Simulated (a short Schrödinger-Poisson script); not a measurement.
Structure: gated Al0.4Ga0.6N/GaN polarisation-induced gas, at 20 K.

```tsv
layer	material	thickness (nm)	Na (cm⁻³)
1	Al0.4Ga0.6N	10	-
2	GaN	6000	1e15
```

Constants are typed, rounded textbook-type inputs, not results; the design itself was drawn at random and stands for no fabricated device. Al0.4Ga0.6N: permittivity 9.26, conduction-band edge (eV) 0.58, gap (eV) 4.258, electron mass (mₑ) 0.248, Nv at 300 K (cm⁻³) 4.6e19. GaN: permittivity 9.5, conduction-band edge (eV) 0, gap (eV) 3.43, Nv at 300 K (cm⁻³) 4.6e19.

Channel valleys (confinement mass, in-plane density-of-states mass, number): Γ 0.2, 0.2, 1. At the gate the conduction-band edge of layer 1 lies 1.36 eV − eVg above the Fermi level of the channel; the field vanishes at the back. Sheet of polarisation charge: +2e13 e/cm² at 10 nm from the gate. The barrier under the gate holds no holes. Gaps are held at their typed values at every temperature. Mesh 0.08 nm at interfaces.

Solved with a short Schrödinger-Poisson script written for these runs: 1D Poisson equation in equilibrium, electrons quantum, Hartree (BenDaniel-Duke, 40 states a valley, the channel's in-plane mass for all, wave functions free to enter the barrier), parabolic valleys, classical holes, full ionisation, no traps, pinning or gate leakage.

Only gate voltages with over 1e8 electrons/cm² are shown.

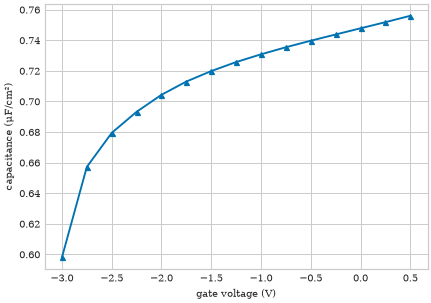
Quasi-static capacitance against gate voltage

| Vg (V) | electrons (cm⁻²) | in the channel layer | C (μF/cm²) | Γ E0 (meV) | Γ E1 (meV) |
|---|---|---|---|---|---|
| 0.5 | 1.59e13 | 1.47e13 | 0.756 | -168.9 | -21.1 |
| 0 | 1.35e13 | 1.27e13 | 0.748 | -146.2 | -15.8 |
| -0.5 | 1.12e13 | 1.07e13 | 0.740 | -123.2 | -11.0 |
| -1 | 8.91e12 | 8.59e12 | 0.731 | -100.0 | -6.7 |
| -1.5 | 6.65e12 | 6.47e12 | 0.720 | -76.5 | -2.7 |
| -2 | 4.42e12 | 4.35e12 | 0.704 | -52.6 | 2.3 |
| -2.5 | 2.26e12 | 2.24e12 | 0.679 | -27.1 | 15.1 |
| -3 | 2.28e11 | 2.28e11 | 0.598 | -2.3 | 24.2 |

Subbands count from the Fermi level.
